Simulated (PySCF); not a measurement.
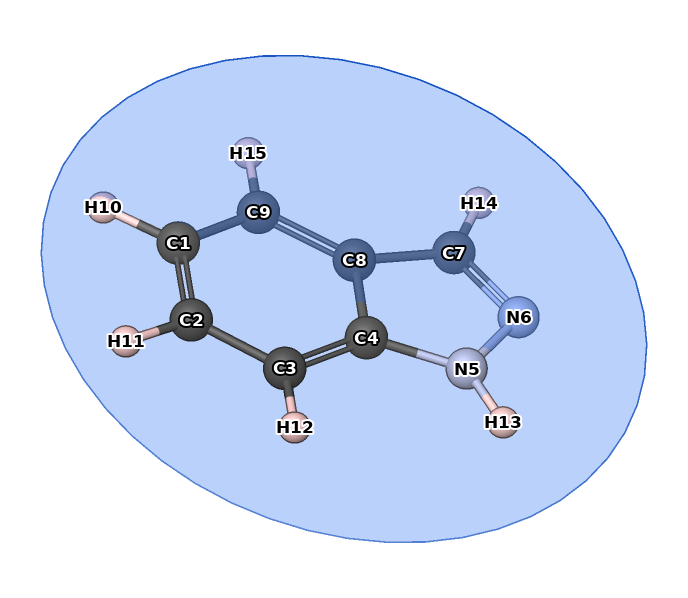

A disc through the centre of mass is drawn in. Depth is shown by fading: the farther an atom, the more it takes the colour of the background. The computed structure is the end point of a GFN2-xTB optimisation. No frequency run is at hand to confirm it as a minimum.

Is the plane of the disc a mirror plane of the structure?

No. The point group is Cs, with 1 mirror plane, and this plane isn't one of its mirror planes.
